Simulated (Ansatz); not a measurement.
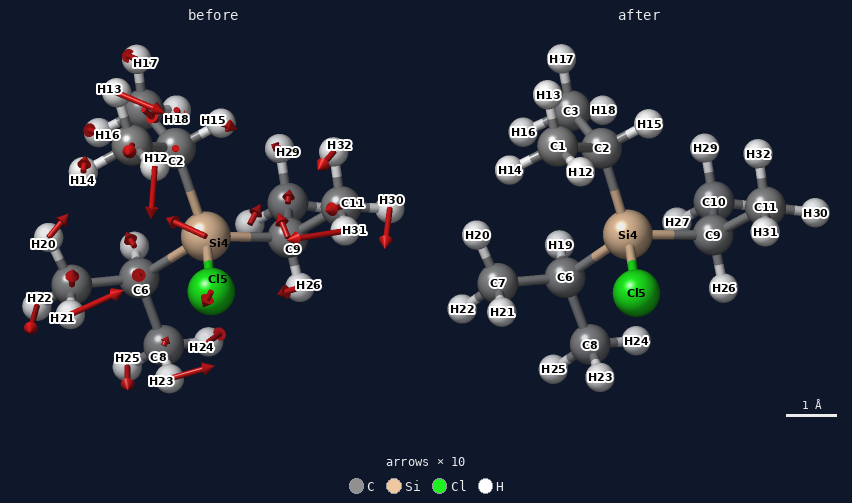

The structure of C9H21ClSi (coarse preliminary run) before (left) and after (right) a relaxation, at one scale. The red arrows give the displacements, magnified 10 times.

A ball-and-stick model, seen at a tilt.

The start comes from a force field.

Method: RKS PBE-D4/def2-SVP (Ansatz).

The input:
```yaml
crystal:
  periodic: [false, false, false]
  atoms:
    - {symbol: C, position_ang: [-2.002700, 1.509600, -1.441700]}
    - {symbol: C, position_ang: [-0.779200, 0.697600, -1.428600]}
    - {symbol: C, position_ang: [-1.094400, -0.655100, -2.099600]}
    - {symbol: Si, position_ang: [0.116600, 0.563700, 0.310900]}
    - {symbol: Cl, position_ang: [-0.236000, 2.297900, 1.347100]}
    - {symbol: C, position_ang: [-0.720300, -0.877800, 1.349500]}
    - {symbol: C, position_ang: [-2.198000, -0.736600, 1.611300]}
    - {symbol: C, position_ang: [0.040200, -1.101200, 2.681100]}
    - {symbol: C, position_ang: [1.967300, 0.317400, 0.188300]}
    - {symbol: C, position_ang: [2.354500, -1.044000, -0.452900]}
    - {symbol: C, position_ang: [2.649600, 1.439200, -0.591000]}
    - {symbol: H, position_ang: [-1.835700, 2.586700, -1.101800]}
    - {symbol: H, position_ang: [-2.498800, 1.648000, -2.487800]}
    - {symbol: H, position_ang: [-2.862200, 1.149000, -0.797800]}
    - {symbol: H, position_ang: [-0.036700, 1.201200, -2.047600]}
    - {symbol: H, position_ang: [-1.819700, -1.184300, -1.520400]}
    - {symbol: H, position_ang: [-1.411900, -0.489400, -3.111500]}
    - {symbol: H, position_ang: [-0.175700, -1.262900, -2.124000]}
    - {symbol: H, position_ang: [-0.574300, -1.805500, 0.751500]}
    - {symbol: H, position_ang: [-2.830800, -0.660900, 0.684800]}
    - {symbol: H, position_ang: [-2.472000, 0.169300, 2.174500]}
    - {symbol: H, position_ang: [-2.588600, -1.634400, 2.148900]}
    - {symbol: H, position_ang: [-0.064800, -0.217900, 3.307000]}
    - {symbol: H, position_ang: [1.065400, -1.308100, 2.531800]}
    - {symbol: H, position_ang: [-0.383200, -1.997800, 3.225300]}
    - {symbol: H, position_ang: [2.328300, 0.345500, 1.179100]}
    - {symbol: H, position_ang: [1.887800, -1.913700, 0.087100]}
    - {symbol: H, position_ang: [3.460300, -1.167500, -0.402800]}
    - {symbol: H, position_ang: [2.074000, -1.108600, -1.542300]}
    - {symbol: H, position_ang: [3.737400, 1.327700, -0.634300]}
    - {symbol: H, position_ang: [2.454100, 2.412100, -0.144700]}
    - {symbol: H, position_ang: [2.353600, 1.468600, -1.688300]}
basis:
  gaussian: {orbitals: def2-SVP}
hamiltonian: {xc: pbe, dispersion: d4}
relax: {f_tol: 0.03, max_steps: 200}
```

Launched with:
```bash
ansatz run in.yaml --threads 11 --pin off --events-out ev --progress --plain --max-ram 174080MiB --backend cuda --devices 0, --max-vram 75GiB
```

Summarise the run.

Answer. H22 moves most after the best rigid fit: 0.14 Å. By element the largest moves are H 0.14 Å, Si 0.11 Å, C 0.07 Å, Cl 0.05 Å. Among the contacts that change: Si4–Cl5 2.051 → 2.121 Å, C1–C2 1.468 → 1.537 Å, C9–H26 1.055 → 1.114 Å, C1–H13 1.166 → 1.112 Å. Bond angles that change, for instance: H16–C3–H17 112.7° → 106.8°, H12–C1–H13 102.6° → 108.2°, C2–C1–H14 116.8° → 111.7°. The energy falls by 0.620 eV in 4 geometry steps. Largest force component: 2.7 eV/Å at the start, 0.011 eV/Å at the end. The run took about 10 s of wall time on a shared GPU.
